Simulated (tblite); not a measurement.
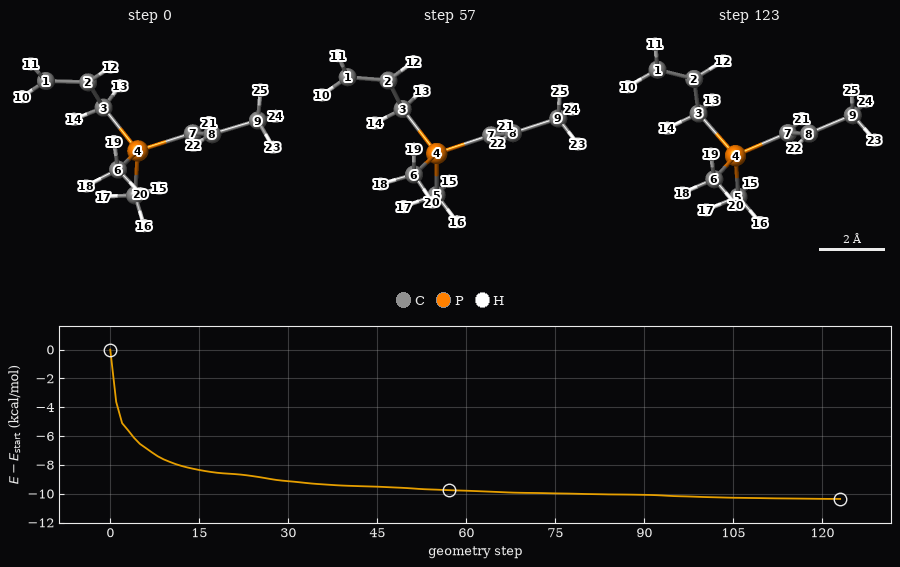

Frames of a relaxation of C8H16P (charge +1), marked on the history of the run. A ball-and-stick model, seen from a free direction.

The calculation used GFN2-xTB geometry optimisation, gas phase in tblite 0.8.0. 

Question: Describe the path.

Answer: Over 123 geometry steps the energy falls by 10.4 kcal/mol. The atom that moves furthest after the best rigid fit is H11 (0.98 Å). By element the largest moves are H 0.98 Å, C 0.53 Å, P 0.17 Å. Some distances before and after: C9–H23 1.139 → 1.090 Å, C3–P4 1.789 → 1.827 Å, C1–H10 1.110 → 1.078 Å, C6–H18 1.116 → 1.090 Å. Among the angles between lasting bonds that change: P4–C7–C8 116.6° → 124.5°, P4–C7–H21 121.7° → 114.4°, C1–C2–C3 116.7° → 123.6°. Groups turn about P4–C5 by about 25°, C3–P4 by about 25°. Cost: 1.2 s on 1 thread of Arm Neoverse V1, with other jobs on the host. From step 0 to 57: H16 moves most (0.48 Å), energy −9.75 kcal/mol. From step 57 to 123: H11 moves most (0.63 Å), energy −0.61 kcal/mol.

| step | E − E(0), kcal/mol |
| --- | --- |
| 0 | 0.00 |
| 1 | -3.63 |
| 2 | -5.10 |
| 3 | -5.60 |
| 4 | -6.12 |
| 5 | -6.54 |
| 6 | -6.83 |
| 7 | -7.13 |
| 8 | -7.40 |
| 9 | -7.62 |
| 10 | -7.78 |
| 16 | -8.43 |
| 22 | -8.67 |
| 28 | -9.04 |
| 34 | -9.29 |
| 40 | -9.45 |
| 46 | -9.53 |
| 52 | -9.67 |
| 58 | -9.77 |
| 64 | -9.86 |
| 69 | -9.93 |
| 75 | -9.98 |
| 81 | -10.03 |
| 87 | -10.06 |
| 93 | -10.12 |
| 99 | -10.21 |
| 105 | -10.28 |
| 111 | -10.31 |
| 117 | -10.34 |
| 123 | -10.36 |
